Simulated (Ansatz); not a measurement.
**C4H4F2: how energies converge with the basis set**

How large a basis does C4H4F2 need? Two functionals are run in growing sets.

Method: one geometry, several basis sets; program: Ansatz 0.2.0, Gaussian basis.

The runs, in order: PBE0-D4/def2-SVP; ωB97M-V/def2-SVP; PBE0-D4/def2-QZVPP; ωB97M-V/def2-QZVPP; the functionals' def2-TZVPP values are taken from earlier runs.

## (1) The relaxed structure

All runs share one geometry, relaxed beforehand with PBE0-D4/def2-TZVP.

SMILES `C=C(F)C(=C)F`, 10 atoms, charge 0, spin multiplicity 1.

Atoms are counted from 1 here; the program's logs count them from 0.

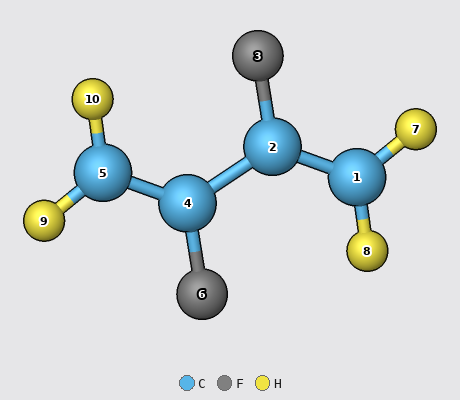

The geometry (carbon blue, fluorine grey, hydrogen yellow); atoms are numbered from 1 in the order of the file.

## (2) PBE0-D4 in def2-SVP

The input, in.yaml:

```yaml
crystal:
  periodic: [false, false, false]
  atoms:
    - {symbol: C, position_ang: [-0.063420, -1.782438, 0.512548]}
    - {symbol: C, position_ang: [0.396120, -0.569392, 0.248623]}
    - {symbol: F, position_ang: [1.688201, -0.270776, 0.429139]}
    - {symbol: C, position_ang: [-0.379617, 0.559261, -0.247599]}
    - {symbol: C, position_ang: [0.080033, 1.772186, -0.511886]}
    - {symbol: F, position_ang: [-1.671796, 0.260790, -0.427625]}
    - {symbol: H, position_ang: [0.599016, -2.554260, 0.879052]}
    - {symbol: H, position_ang: [-1.109016, -2.003243, 0.359943]}
    - {symbol: H, position_ang: [-0.582244, 2.543910, -0.878880]}
    - {symbol: H, position_ang: [1.125822, 1.992661, -0.360117]}
basis:
  gaussian: {orbitals: def2-SVP}
hamiltonian: {xc: pbe0, dispersion: d4}
output: {orbitals: {seedname: orbitals}}
```

On the command line:

```sh
ansatz run in.yaml --threads 4 --pin off --events-out ev --progress --plain --max-ram 10444MiB
```

What it wrote:

```text
Functional definition: PBE0
  name "PBE0"
  cite "Adamo & Barone, J. Chem. Phys. 110, 6158 (1999) doi:10.1063/1.478522"
  cite "Perdew, Burke & Ernzerhof, Phys. Rev. Lett. 77, 3865 (1996) doi:10.1103/PhysRevLett.77.3865"
  parent pbe
  parameter a = 0.25
  parameter kappa = 0.804
  parameter beta = 0.06672455060314922
  exchange = (1 - a)*pbe_x(kappa = kappa, mu = beta*pi^2/3) + a*exact_x
  correlation = pbe_c(beta = beta)
1160 factors; their error is unknown
mean field evaluation 1: about -9622.8628 eV, gradient 4.7e1 eV
mean field evaluation 2: about -9621.8226 eV, gradient 5.0e1 eV
mean field evaluation 4: about -9628.0139 eV, gradient 1.6e0 eV
mean field evaluation 8: about -9628.0204 eV, gradient 1.5e-2 eV
mean field evaluation 16: about -9628.0130 eV, gradient 7.5e-5 eV
mean field -9628.01295318 eV, -353.8229499279 hartree, gradient 7.5e-5 eV, S^2 0.000000; 0 other end points of the search recorded, 0 dependent functions left out
reference -9628.01297585 eV, -353.8229507608 hartree; 23, 23 occupied and 81, 81 virtual orbitals, 1160 factors
Total energy: -9628.16594928 eV, -353.8285724307 hartree
```

It took 0.7 s on 4 threads of Intel Xeon Platinum 8488C, shared host.

## (3) ωB97M-V in def2-SVP

Changes to in.yaml since step 2:

```diff
@@ -15,3 +15,3 @@
   gaussian: {orbitals: def2-SVP}
-hamiltonian: {xc: pbe0, dispersion: d4}
+hamiltonian: {xc: {name: wB97M-V}}
 output: {orbitals: {seedname: orbitals}}
```

The command is unchanged.

What it wrote, cut to the lines that bear on the results:

```text
Functional definition: wB97M-V
  name "wB97M-V"
  cite "Mardirossian & Head-Gordon, J. Chem. Phys. 144, 214110 (2016) doi:10.1063/1.4952647"
  cite "Becke, J. Chem. Phys. 107, 8554 (1997) doi:10.1063/1.475007"
  cite "Vydrov & Van Voorhis, J. Chem. Phys. 133, 244103 (2010) doi:10.1063/1.3521275"
  # Of w^i u^j: cxij and so on, Table III.
[...]
  gx(w, u) = 1 - cx + cx01*u + cx10*w
  gss(w, u) = css00 + css04*u^4 + css10*w + css20*w^2 + css43*w^4*u^3
  gos(w, u) = cos00 + cos10*w + (cos20 + cos21*u)*w^2 + (cos60 + cos61*u)*w^6
[...]
      + integral(e_c_pw_mod_opposite_spin*gos(b97_w_opposite, b97_u_opposite)) + vv10(b, c)
1160 factors; their error is unknown
244 factors; integrals over basis functions are off by at most 1.2e-5 eV
[...]
mean field -9634.88452665 eV, -354.0754755953 hartree, gradient 3.6e-5 eV, S^2 0.000000; 0 other end points of the search recorded, 0 dependent functions left out
reference -9634.88456008 eV, -354.0754768238 hartree; 23, 23 occupied and 81, 81 virtual orbitals, 1160 factors
Total energy: -9634.88456008 eV, -354.0754768238 hartree
```

Run time: 2.1 s. Hardware: 4 threads of Intel Xeon Platinum 8488C, shared host.

## (4) PBE0-D4 in def2-QZVPP

Changes to in.yaml since step 3:

```diff
@@ -14,4 +14,4 @@
 basis:
-  gaussian: {orbitals: def2-SVP}
-hamiltonian: {xc: {name: wB97M-V}}
+  gaussian: {orbitals: "def2-QZVPP.json"}
+hamiltonian: {xc: pbe0, dispersion: d4}
 output: {orbitals: {seedname: orbitals}}
```

Launched as before.

What it wrote:

```text
Functional definition: PBE0
  name "PBE0"
  cite "Adamo & Barone, J. Chem. Phys. 110, 6158 (1999) doi:10.1063/1.478522"
  cite "Perdew, Burke & Ernzerhof, Phys. Rev. Lett. 77, 3865 (1996) doi:10.1103/PhysRevLett.77.3865"
  parent pbe
  parameter a = 0.25
  parameter kappa = 0.804
  parameter beta = 0.06672455060314922
  exchange = (1 - a)*pbe_x(kappa = kappa, mu = beta*pi^2/3) + a*exact_x
  correlation = pbe_c(beta = beta)
1306 factors; their error is unknown
mean field evaluation 1: about -9632.3511 eV, gradient 5.9e1 eV
mean field evaluation 2: about -9632.1825 eV, gradient 5.6e1 eV
mean field evaluation 4: about -9639.7216 eV, gradient 3.3e0 eV
mean field evaluation 8: about -9639.7494 eV, gradient 2.4e-2 eV
mean field evaluation 16: about -9639.7573 eV, gradient 4.5e-5 eV
mean field -9639.75732773 eV, -354.2545477318 hartree, gradient 4.5e-5 eV, S^2 0.000000; 0 other end points of the search recorded, 0 dependent functions left out
reference -9639.75736138 eV, -354.2545489684 hartree; 23, 23 occupied and 439, 439 virtual orbitals, 1306 factors
Total energy: -9639.91033481 eV, -354.2601706383 hartree
```

Run time: 4.4 s. Hardware: 4 threads of Intel Xeon Platinum 8488C, shared host; peak memory 1.4 GiB.

## (5) ωB97M-V in def2-QZVPP

Changes to in.yaml since step 4:

```diff
@@ -15,3 +15,3 @@
   gaussian: {orbitals: "def2-QZVPP.json"}
-hamiltonian: {xc: pbe0, dispersion: d4}
+hamiltonian: {xc: {name: wB97M-V}}
 output: {orbitals: {seedname: orbitals}}
```

Launched as before.

What it wrote, cut to the lines that bear on the results:

```text
Functional definition: wB97M-V
  name "wB97M-V"
  cite "Mardirossian & Head-Gordon, J. Chem. Phys. 144, 214110 (2016) doi:10.1063/1.4952647"
  cite "Becke, J. Chem. Phys. 107, 8554 (1997) doi:10.1063/1.475007"
  cite "Vydrov & Van Voorhis, J. Chem. Phys. 133, 244103 (2010) doi:10.1063/1.3521275"
  # Of w^i u^j: cxij and so on, Table III.
[...]
  gx(w, u) = 1 - cx + cx01*u + cx10*w
  gss(w, u) = css00 + css04*u^4 + css10*w + css20*w^2 + css43*w^4*u^3
  gos(w, u) = cos00 + cos10*w + (cos20 + cos21*u)*w^2 + (cos60 + cos61*u)*w^6
[...]
      + integral(e_c_pw_mod_opposite_spin*gos(b97_w_opposite, b97_u_opposite)) + vv10(b, c)
1306 factors; their error is unknown
314 factors; integrals over basis functions are off by at most 1.0e-5 eV
[...]
mean field -9646.95803248 eV, -354.5191687507 hartree, gradient 7.4e-6 eV, S^2 0.000000; 0 other end points of the search recorded, 0 dependent functions left out
reference -9646.95808698 eV, -354.5191707533 hartree; 23, 23 occupied and 439, 439 virtual orbitals, 1306 factors
Total energy: -9646.95808698 eV, -354.5191707533 hartree
```

Wall time 9 s (4 threads of Intel Xeon Platinum 8488C, shared host); peak memory 1.7 GiB.

## (6) Density functionals: the series

The def2-TZVPP values come from earlier runs at the same geometry.

```csv
functional,basis,functions,energy (eV),from the largest (eV),HOMO (eV),LUMO (eV)
PBE0-D4,def2-SVP,104,-9628.1659,11.744,-7.19,-1.08
PBE0-D4,def2-TZVPP,242,-9639.4114,0.499,-7.26,-1.24
PBE0-D4,def2-QZVPP,462,-9639.9103,0.000,-7.29,-1.30
ωB97M-V,def2-SVP,104,-9634.8846,12.074,-9.30,1.08
ωB97M-V,def2-TZVPP,242,-9646.4869,0.471,-9.39,0.85
ωB97M-V,def2-QZVPP,462,-9646.9581,0.000,-9.41,0.74
```

## (7) What came out

```
                                       quantity           value
PBE0-D4: double and triple zeta above quadruple  11.74, 0.50 eV
ωB97M-V: double and triple zeta above quadruple  12.07, 0.47 eV
```

What this shows: For PBE0-D4 the step from double to triple zeta gains 11.25 eV and the next only 0.50 eV. Total energies overstate the basis error of differences, where much of it tends to cancel.

For PBE0-D4 the largest set took about 6 times as long as the smallest (4.4 s against 0.7 s).
